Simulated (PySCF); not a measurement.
**C₄H₁₂NSi₂ (SMILES C[SiH2]N([SiH3])[C@H]1[CH]C1) (doublet): density, localisation and related maps**

```json
{"atom": "C", "x (Å)": "2.1858", "y (Å)": "-1.3326", "z (Å)": "0.8078"}
{"atom": "Si", "x (Å)": "1.0391", "y (Å)": "0.0435", "z (Å)": "1.4345"}
{"atom": "N", "x (Å)": "-0.0813", "y (Å)": "0.5179", "z (Å)": "0.1781"}
{"atom": "Si", "x (Å)": "0.4269", "y (Å)": "1.3705", "z (Å)": "-1.2520"}
{"atom": "C", "x (Å)": "-1.4515", "y (Å)": "0.1651", "z (Å)": "0.3173"}
{"atom": "C", "x (Å)": "-2.4865", "y (Å)": "0.6409", "z (Å)": "-0.5854"}
{"atom": "C", "x (Å)": "-2.1588", "y (Å)": "-0.7841", "z (Å)": "-0.6666"}
{"atom": "H", "x (Å)": "2.7445", "y (Å)": "-1.0087", "z (Å)": "-0.0656"}
{"atom": "H", "x (Å)": "1.6290", "y (Å)": "-2.2235", "z (Å)": "0.5293"}
{"atom": "H", "x (Å)": "2.9020", "y (Å)": "-1.6169", "z (Å)": "1.5724"}
{"atom": "H", "x (Å)": "0.2258", "y (Å)": "-0.4350", "z (Å)": "2.5574"}
{"atom": "H", "x (Å)": "1.8106", "y (Å)": "1.2252", "z (Å)": "1.8327"}
{"atom": "H", "x (Å)": "1.8857", "y (Å)": "1.3948", "z (Å)": "-1.1974"}
{"atom": "H", "x (Å)": "-0.1042", "y (Å)": "2.7366", "z (Å)": "-1.2457"}
{"atom": "H", "x (Å)": "-0.0137", "y (Å)": "0.6589", "z (Å)": "-2.4555"}
{"atom": "H", "x (Å)": "-1.7222", "y (Å)": "-0.0175", "z (Å)": "1.3519"}
{"atom": "H", "x (Å)": "-2.3910", "y (Å)": "1.3565", "z (Å)": "-1.3782"}
{"atom": "H", "x (Å)": "-1.6449", "y (Å)": "-1.1672", "z (Å)": "-1.5423"}
{"atom": "H", "x (Å)": "-2.8053", "y (Å)": "-1.5153", "z (Å)": "-0.2002"}
```

Geometry: GFN2-xTB.

All numbers below come from PySCF, UKS B3LYP, pcH-1 on C H N Si, non-relativistic, mean-field spin-orbit, GIAO.

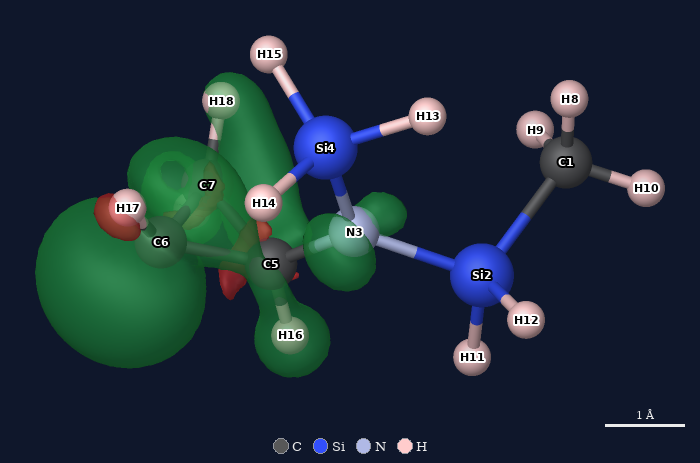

Figure 1. Isosurfaces of the spin density at +0.015 (green) and −0.015 e/Å³ (red), seen from one side.

Q: Which atoms carry the spin?

A: The unpaired spin (1 electron) lies mostly on C6 (about 0.7) and C7 (about 0.1), in electrons by Hirshfeld's partition.

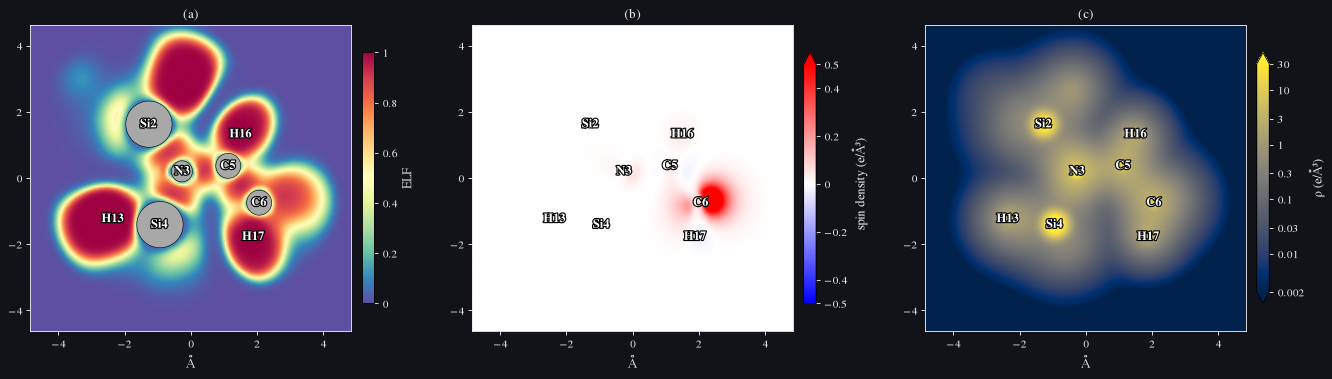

Figure 2. (a) ELF; (b) spin density (α minus β); (c) total electron density on the plane of atoms N3, Si4 and H13. Grey discs cover the atomic cores in the ELF map.

Q: Read the bonding off the picture.

A: Atoms in the plane: Si, N, C and H.
C–N (1.42 Å): ρ is about 2 e/Å³ halfway; the ELF peaks at about 0.90 between the atoms; a shared electron pair.
C–C (1.45 Å): the density is about 1.8 e/Å³ at the midpoint; the ELF peaks at about 0.90 between the atoms (localised, covalent bonding).
Si–N (1.74 Å): ρ at the midpoint is about 1.1 e/Å³; the ELF peaks at about 0.90 between the atoms; a shared but strongly polarised pair.
C–H (1.07 Å): the density is about 2 e/Å³ at the midpoint; the ELF climbs to about 1 towards the hydrogen, as it does in any bond to H; a covalent bond by its length.
Si–H (1.46 Å): the density is about 0.82 e/Å³ at the midpoint; the ELF climbs to about 1 towards the hydrogen.

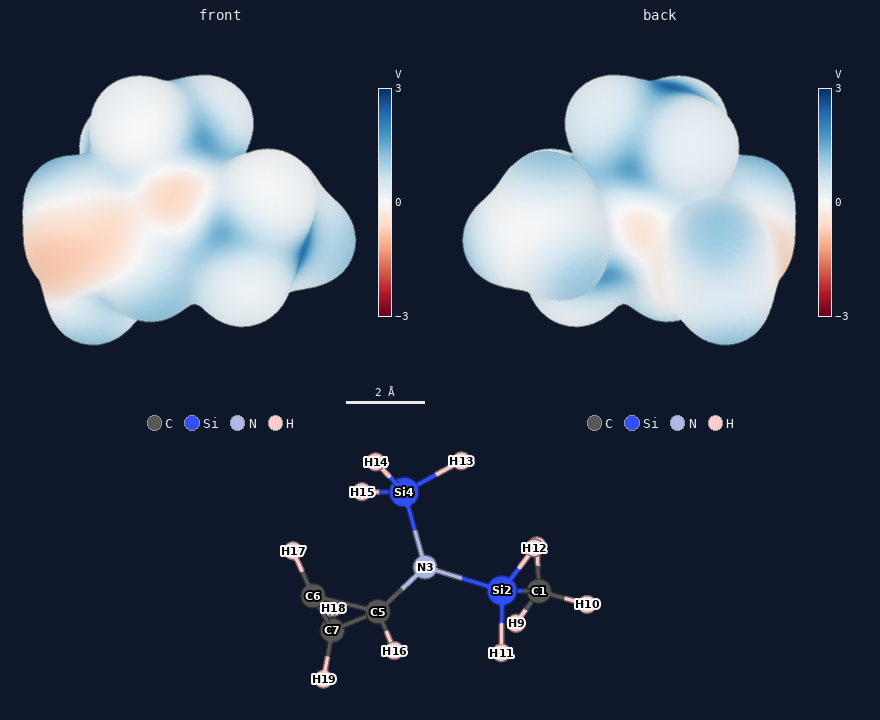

Figure 3. The molecular electrostatic potential painted on the density surface at 0.004 e/bohr³, seen from the front and from behind; the colour scale runs from red (negative) to blue (positive). The bare structure is drawn below in the same view.

Q: Where is the surface potential most negative and most positive?

A: The most negative region (about −0.8 V) lies over C6, the most positive (about +2.1 V) over Si2 and Si4.
